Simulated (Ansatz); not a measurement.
# GeH₃O: one change and its effect

System: GeH₃O, multiplicity 2.
Method of run 1: UKS PBE0-D4/def2-TZVPP (Ansatz 0.2.0).

The geometry comes from this level: PBE0-D4/def2-TZVP. Text and figures count atoms from 1; the logs count them from 0 in places.

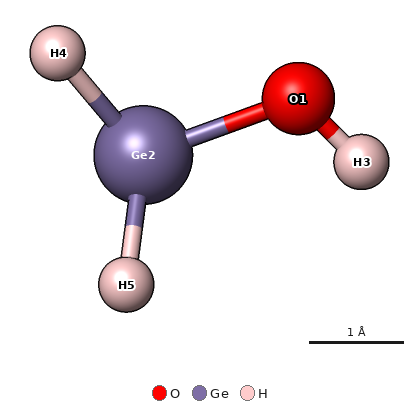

The structure as given in the input (ball-and-stick view, seen on its broad side; atoms are numbered from 1 in the order of the input). Sticks mark near contacts.

## Input file, run 1
```yaml
crystal:
  periodic: [false, false, false]
  atoms:
    - {symbol: O, position_ang: [0.355499, -1.075807, 0.460653]}
    - {symbol: Ge, position_ang: [-0.520075, 0.416106, 0.017705]}
    - {symbol: H, position_ang: [1.097433, -0.907626, 1.046517]}
    - {symbol: H, position_ang: [-1.396822, -0.014383, -1.180339]}
    - {symbol: H, position_ang: [0.513865, 1.508010, -0.385936]}
basis:
  gaussian: {orbitals: def2-TZVPP}
magnetization: {spin_polarized: true, initial_magnetization: 1}
hamiltonian: {xc: pbe0, dispersion: d4}
output: {orbitals: {seedname: orbitals}}
```

Hardware: 2 CPU threads, shared host.

## Output (run 1)
```
Functional definition: PBE0
  parameter a = 0.25
  parameter kappa = 0.804
  parameter beta = 0.06672455060314922
  exchange = (1 - a)*pbe_x(kappa = kappa, mu = beta*pi^2/3) + a*exact_x
  correlation = pbe_c(beta = beta)
729 factors; their error is unknown
mean field evaluation 1: about -58599.8706 eV, gradient 3.9e1 eV
mean field evaluation 2: about -58577.0136 eV, gradient 8.2e1 eV
mean field evaluation 4: about -58604.6558 eV, gradient 2.0e0 eV
mean field evaluation 8: about -58604.6692 eV, gradient 4.4e-2 eV
mean field evaluation 16: about -58604.9466 eV, gradient 4.0e-5 eV
mean field -58604.94658173 eV, -2153.6920630190 hartree, gradient 4.0e-5 eV, S^2 0.752241; 0 other end points of the search recorded, 0 dependent functions left out
reference -58604.94660524 eV, -2153.6920638829 hartree; 22, 21 occupied and 99, 100 virtual orbitals, 729 factors
Total energy: -58604.99279518 eV, -2153.6937613320 hartree
```

Run 2 used a changed input.

## The two runs side by side

| quantity | run 1 | run 2 |
| --- | --- | --- |
| outcome | converged | converged |
| total energy (hartree) | −2153.693761 | −2153.743929 |
| HOMO (eV) | −6.10 | −6.14 |
| LUMO (eV) | −2.65 | −2.71 |
| ⟨S²⟩ | 0.752 | 0.752 |
| basis functions | 121 | 236 |
| wall time (shared host) | 1.6 s | 4.4 s |

What was changed in the input?

The change (lines with − go, lines with + come):
```diff
-  gaussian: {orbitals: def2-TZVPP}
+  gaussian: {orbitals: "def2-QZVPP.json"}
```

The total energy of run 2 is 31.5 kcal/mol lower, which measures the change of basis and not a stability. The LUMO goes from −2.65 to −2.71 eV. The basis functions go from 121 to 236.

## Output (run 2)
```
Functional definition: PBE0
  parameter a = 0.25
  parameter kappa = 0.804
  parameter beta = 0.06672455060314922
  exchange = (1 - a)*pbe_x(kappa = kappa, mu = beta*pi^2/3) + a*exact_x
  correlation = pbe_c(beta = beta)
924 factors; their error is unknown
mean field evaluation 1: about -58601.1217 eV, gradient 4.0e1 eV
mean field evaluation 2: about -58576.5042 eV, gradient 8.6e1 eV
mean field evaluation 4: about -58606.1566 eV, gradient 2.0e0 eV
mean field evaluation 8: about -58606.3116 eV, gradient 3.1e-1 eV
mean field evaluation 16: about -58606.3117 eV, gradient 2.1e-5 eV
mean field -58606.31170754 eV, -2153.7422304673 hartree, gradient 2.1e-5 eV, S^2 0.752413; 0 other end points of the search recorded, 0 dependent functions left out
reference -58606.31173874 eV, -2153.7422316137 hartree; 22, 21 occupied and 214, 215 virtual orbitals, 924 factors
Total energy: -58606.35792868 eV, -2153.7439290628 hartree
```
